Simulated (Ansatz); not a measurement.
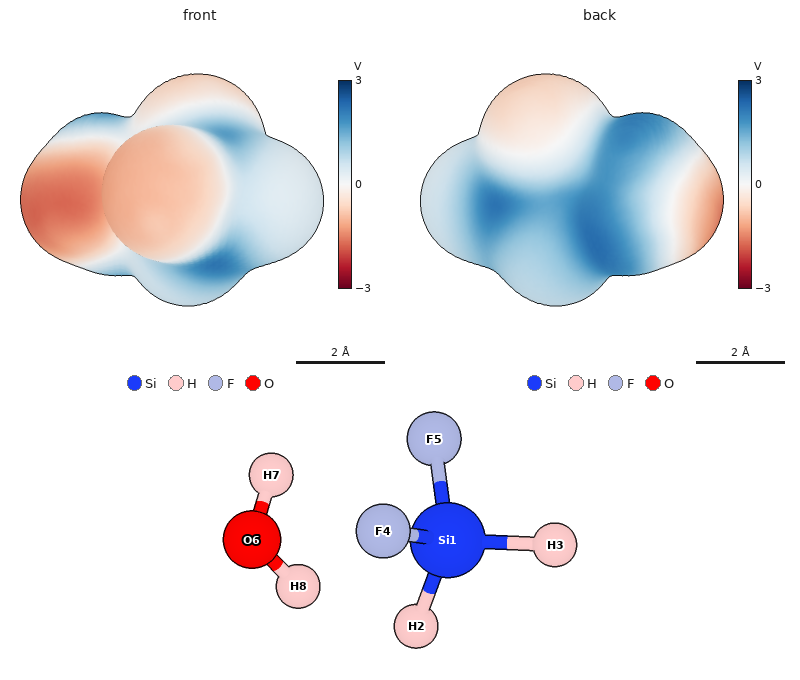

F2H2Si···H2O. The molecular electrostatic potential painted on the density surface at 0.002 e/bohr³, seen from the front and from behind; the colour scale runs from red (negative) to blue (positive). The bare structure is drawn below in the same view.

Not at a stationary point (largest force 1.0 eV/Å).

Theory: Ansatz, RKS B3LYP/def2-SVP.

```yaml
atoms:
  - { symbol: Si, position_ang: [0.2647, 0.0912, -0.0759] }
  - { symbol: H, position_ang: [0.1051, 0.1065, 1.3827] }
  - { symbol: H, position_ang: [1.6715, -0.0735, -0.5014] }
  - { symbol: F, position_ang: [-0.2832, 1.4453, -0.7526] }
  - { symbol: F, position_ang: [-0.5508, -1.1826, -0.6666] }
  - { symbol: O, position_ang: [-2.3788, 0.0225, 1.0677] }
  - { symbol: H, position_ang: [-2.5178, -0.7606, 0.5144] }
  - { symbol: H, position_ang: [-1.6953, -0.2786, 1.7090] }
```

Which sites attract a positive test charge, and which a negative one?

Answer. A positive charge is drawn to the negative regions and a negative charge to the positive ones. The most negative region (about −1.7 V) lies over O6, the most positive (about +2.2 V) over Si1 and H8. O6 is the likeliest acceptor of a hydrogen bond.
